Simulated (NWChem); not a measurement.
**One shape, several levels: CH7FN2Si (SMILES CN[SiH](N)F)**

Wanted: a comparison of 3 runs (HF/STO-3G, HF/3-21G, B3LYP/6-31G*) of CH7FN2Si. 

Program for the calculation: NWChem 7.3.0.

**1. The system as given**

The species is CH7FN2Si (12 atoms), meant as a singlet with charge 0. SMILES: `CN[SiH](N)F`. Geometry: relaxed at PBE0-D4/def2-TZVP. This is one conformer, not always the lowest.

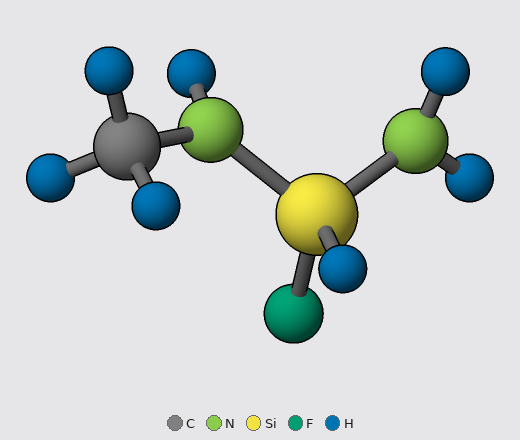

Viewed from a chosen angle; carbon grey, nitrogen green, silicon yellow, fluorine teal, hydrogen blue.

**2. Energy and forces at HF/STO-3G (run 1)**

Contents of input.nw:

```
start input
title "CH7FN2Si hf"
memory 2200 mb
charge 0

geometry units angstroms noautosym nocenter noautoz
 C    -1.430400    1.177200    0.532100
 N    -0.091000    0.691400    0.282100
 Si    0.310200   -0.719100   -0.562400
 N     1.879200   -1.180900   -0.098300
 F     0.415400   -0.589200   -2.158800
 H    -1.539700    1.534700    1.560600
 H    -2.144700    0.362300    0.394500
 H    -1.722800    1.987900   -0.144800
 H     0.632600    1.378300    0.426400
 H    -0.815000   -1.661300   -0.348100
 H     2.459600   -1.721600   -0.717100
 H     2.123500   -1.315000    0.867800
end

basis "ao basis" spherical bse
 * library STO-3G
end

scf
 thresh 1e-08
 maxiter 80
 print medium
end

task scf gradient
```

Launch:

```console
nwchem input.nw > input.out
```

The log of the run:

```text
[...]
  functions       =    36
[...]
  wavefunction    = RHF
[...]
         Total SCF energy =   -532.654031246306
      One-electron energy =  -1245.542680249433
      Two-electron energy =    459.027055804668
 Nuclear repulsion energy =    253.861593198459
        Time for solution =      2.3s
[...]
                         RHF ENERGY GRADIENTS
    atom               coordinates                        gradient
                 x          y          z           x          y          z
   1 C      -2.703064   2.224585   1.005523    0.010508  -0.002968  -0.002109
   2 N      -0.171965   1.306557   0.533092   -0.010045   0.008829   0.003728
   3 Si      0.586193  -1.358902  -1.062782    0.026623   0.027576   0.003880
   4 N       3.551173  -2.231577  -0.185760    0.007971  -0.007445  -0.000337
   5 F       0.784992  -1.113427  -4.079540    0.000066  -0.006238   0.002252
   6 H      -2.909611   2.900162   2.949106    0.000839  -0.001407   0.002063
   7 H      -4.052895   0.684648   0.745497   -0.000801  -0.002156  -0.000442
   8 H      -3.255620   3.756586  -0.273632    0.001063  -0.000064  -0.001949
   9 H       1.195441   2.604609   0.805779   -0.002608  -0.009138  -0.002457
  10 H      -1.540127  -3.139402  -0.657814   -0.024941  -0.016180  -0.000212
  11 H       4.647970  -3.253352  -1.355123   -0.004897   0.005768   0.002821
[...]
```

Run time: 3.9 s. Hardware: 1 thread of Intel Xeon 6975P-C (Granite Rapids), shared host; peak memory 0.096 GiB.

**3. Energy and forces at HF/3-21G (run 2)**

Contents of mol.nw:

```
start mol
memory stack 880 mb heap 220 mb global 1100 mb
geometry noautosym nocenter noautoz
  C       -1.430400       1.177200       0.532100
  N       -0.091000       0.691400       0.282100
  Si       0.310200      -0.719100      -0.562400
  N        1.879200      -1.180900      -0.098300
  F        0.415400      -0.589200      -2.158800
  H       -1.539700       1.534700       1.560600
  H       -2.144700       0.362300       0.394500
  H       -1.722800       1.987900      -0.144800
  H        0.632600       1.378300       0.426400
  H       -0.815000      -1.661300      -0.348100
  H        2.459600      -1.721600      -0.717100
  H        2.123500      -1.315000       0.867800
end
basis spherical bse
  * library 3-21G
end
scf
  thresh 1e-08
  maxiter 80
  noprint "final vectors analysis"
end
task scf gradient
```

Launch:

```console
nwchem mol.nw > mol.out
```

The log of the run:

```text
[...]
  functions       =    63
[...]
  wavefunction    = RHF
[...]
         Total SCF energy =   -536.441581410300
      One-electron energy =  -1246.359905051698
      Two-electron energy =    456.056730442940
 Nuclear repulsion energy =    253.861593198459
        Time for solution =      2.7s
[...]
                         RHF ENERGY GRADIENTS
    atom               coordinates                        gradient
                 x          y          z           x          y          z
   1 C      -2.703064   2.224585   1.005523    0.018545  -0.006114  -0.006230
   2 N      -0.171965   1.306557   0.533092   -0.010136  -0.016018   0.001231
   3 Si      0.586193  -1.358902  -1.062782    0.014526   0.011742  -0.009096
   4 N       3.551173  -2.231577  -0.185760   -0.015391   0.020548  -0.008399
   5 F       0.784992  -1.113427  -4.079540   -0.000142  -0.004889   0.021477
   6 H      -2.909611   2.900162   2.949106   -0.000626   0.001668   0.006314
   7 H      -4.052895   0.684648   0.745497   -0.003719  -0.004175  -0.000737
   8 H      -3.255620   3.756586  -0.273632   -0.001837   0.004446  -0.003983
   9 H       1.195441   2.604609   0.805779    0.003721   0.004457  -0.001582
  10 H      -1.540127  -3.139402  -0.657814   -0.002106  -0.001390  -0.000644
  11 H       4.647970  -3.253352  -1.355123   -0.001117  -0.005374  -0.002232
[...]
```

Wall time 4.2 s (1 thread of Intel Xeon 6975P-C (Granite Rapids), shared host); peak memory 0.096 GiB.

**4. Energy and forces at B3LYP/6-31G(d) (Cartesian functions) (run 3)**

Contents of run.py:

```python
from ase import Atoms
from ase.calculators.nwchem import NWChem

molecule = Atoms(['C', 'N', 'Si', 'N', 'F', 'H', 'H', 'H', 'H', 'H', 'H', 'H'], positions=[
    [-1.430400, 1.177200, 0.532100],
    [-0.091000, 0.691400, 0.282100],
    [0.310200, -0.719100, -0.562400],
    [1.879200, -1.180900, -0.098300],
    [0.415400, -0.589200, -2.158800],
    [-1.539700, 1.534700, 1.560600],
    [-2.144700, 0.362300, 0.394500],
    [-1.722800, 1.987900, -0.144800],
    [0.632600, 1.378300, 0.426400],
    [-0.815000, -1.661300, -0.348100],
    [2.459600, -1.721600, -0.717100],
    [2.123500, -1.315000, 0.867800],
])

calc = NWChem(
    label='run',
    theory='dft',
    memory='2200 mb',
    basis='6-31G*',
    dft={'xc': 'b3lyp', 'mult': '1', 'grid': 'fine', 'convergence': 'energy 1e-08', 'iterations': '100', 'mulliken': None},
)
molecule.calc = calc

forces = molecule.get_forces()
print(f"energy = {molecule.get_potential_energy():.6f} eV")
print("forces (eV/A):")
for s, f in zip(molecule.symbols, forces):
    print(f"{s:2s} {f[0]:10.5f} {f[1]:10.5f} {f[2]:10.5f}")
print("dipole (e A):", molecule.get_dipole_moment().round(4))
```

Launch:

```console
export ASE_NWCHEM_COMMAND="nwchem PREFIX.nwi > PREFIX.nwo"
python run.py
```

The log of the run:

```text
energy = -14728.674614 eV
forces (eV/A):
C    -0.23042    0.08125    0.06392
N     0.02149    0.04895    0.15473
Si   -0.31136   -0.33985    0.06921
N     0.23577    0.06988    0.08150
F     0.04937    0.06510   -0.58631
H    -0.03327    0.06073    0.11359
H    -0.04962   -0.07569   -0.01373
H    -0.04998    0.10886   -0.06335
H     0.19396    0.16681    0.02417
H    -0.05980   -0.00427    0.05404
H     0.15226   -0.14331   -0.14192
H     0.08166   -0.03852    0.24415
dipole (e A): [0.1407 0.0553 0.4124]
```

The calculator wrote run.nwi:

```
title "run"

permanent_dir run

scratch_dir run

start run

geometry units angstrom nocenter noautosym noautoz
  C  -1.4303999999999999e+00 1.1772000000000000e+00 5.3210000000000002e-01
  N  -9.0999999999999998e-02 6.9140000000000001e-01 2.8210000000000002e-01
  Si 3.1019999999999998e-01 -7.1909999999999996e-01 -5.6240000000000001e-01
  N  1.8792000000000000e+00 -1.1809000000000001e+00 -9.8299999999999998e-02
  F  4.1539999999999999e-01 -5.8919999999999995e-01 -2.1587999999999998e+00
  H  -1.5397000000000001e+00 1.5347000000000000e+00 1.5606000000000000e+00
  H  -2.1446999999999998e+00 3.6230000000000001e-01 3.9450000000000002e-01
  H  -1.7228000000000001e+00 1.9879000000000000e+00 -1.4480000000000001e-01
  H  6.3260000000000005e-01 1.3783000000000001e+00 4.2640000000000000e-01
  H  -8.1499999999999995e-01 -1.6613000000000000e+00 -3.4810000000000002e-01
  H  2.4596000000000000e+00 -1.7216000000000000e+00 -7.1709999999999996e-01
  H  2.1234999999999999e+00 -1.3149999999999999e+00 8.6780000000000002e-01
end

memory 2200 mb

basis noprint
   * library 6-31G*
end

dft
  xc b3lyp
  mult 1
  grid fine
  convergence energy 1e-08
  iterations 100
  mulliken
end

task dft gradient
```

run.nwo:

```text
Northwest Computational Chemistry Package (NWChem) 7.3.0
             --------------------------------------------------------

           Job information
           ---------------

    nwchem branch   = 7.3.0
    use scalapack   = T
    input           = run.nwi
    prefix          = run.
    data base       = run/run.db
    status          = startup
    nproc           =        1

           Memory information
           ------------------

[... 5 lines left out ...]
    hardfail = no
[... 114 lines left out ...]
  convergence criterion.
[... 44 lines left out ...]
          Spatial weights used:  Erf1
[... 32 lines left out ...]
 1-e energy   =   -1245.596701
[... 45 lines left out ...]
           Coulomb energy =      509.089893077418
[... 719 lines left out ...]
          Convergence on density requested:  1.00D-05
[... 30 lines left out ...]
          total energy or number of iterations.
[... 36 lines left out ...]
                 ----------------------------------------
                 |  Time  |  1-e(secs)   |  2-e(secs)   |
                 ----------------------------------------
                 |  CPU   |       0.01   |       4.05   |
                 ----------------------------------------
                 |  WALL  |       0.01   |       4.05   |
                 ----------------------------------------

 Task  times  cpu:       25.8s     wall:       25.8s
 Total times  cpu:       25.9s     wall:       25.9s
```

Wall time 27 s (1 thread of Intel Xeon 6975P-C (Granite Rapids), shared host); peak memory 0.12 GiB.

**5. All runs side by side**

| run | level | Cartesian functions | iteration cap | energy (Eh) | dipole moment (D) | HOMO energy (eV) | LUMO energy (eV) | wall time |
| --- | --- | --- | --- | --- | --- | --- | --- | --- |
| 1 | HF/STO-3G | no | 80 | -532.654031 | 1.19 | -7.89 | 13.39 | 3.9 s |
| 2 | HF/3-21G | no | 80 | -536.441581 | 2.37 | – | – | 4.2 s |
| 3 | B3LYP/6-31G* (Cartesian functions) | yes | 100 | -541.268813 | 2.11 | -6.57 | 1.78 | 27 s |

**6. Results**

```
                       quantity          value
            run 3: total energy  -541.26881 Eh
           run 3: dipole moment         2.11 D
             run 3: HOMO energy       -6.57 eV
             run 3: LUMO energy        1.78 eV
           run 3: HOMO–LUMO gap        8.36 eV
run 3: largest force on an atom     0.592 eV/Å
```

**Reading.** The dipole moment (its size) runs from 1.19 D (HF/STO-3G) to 2.37 D (HF/3-21G). In run 1 the basis is minimal, so the values are rough. All runs together took 35 s, the longest 27 s.
